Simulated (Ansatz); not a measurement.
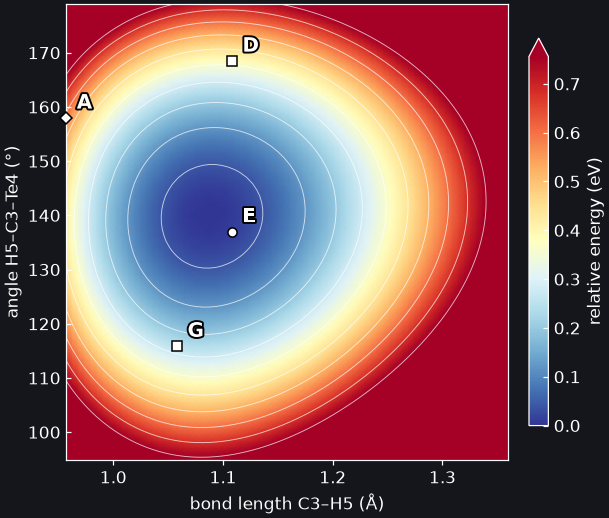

C₂HClTe, SMILES ClC1=C[Te]1. Coordinates scanned: (1) bond length C3–H5; (2) angle H5–C3–Te4. Nothing is relaxed (all other coordinates rigid). Grid: 9 × 9 points. Points are written as (first, second). Energies are in eV, from the relaxed molecule at the same level. Level of theory: RKS wB97X-V/def2-SVP in Ansatz 0.2.0.

Drawn: a smooth colour map with a few white contour lines, one colour for all values above the top of the scale, lettered points. Between grid points the surface is interpolated.

**Is D the lowest point of the computed grid?**

No. D lies 0.37 eV above the lowest grid point, which is at (1.108 Å, 137.0°).

**What kind of point is each of D, E, G: minimum, saddle, maximum or slope?**

D: on a slope; E: minimum; G: on a slope. (In these two coordinates alone; a stationary point may lie a little off the grid point.)
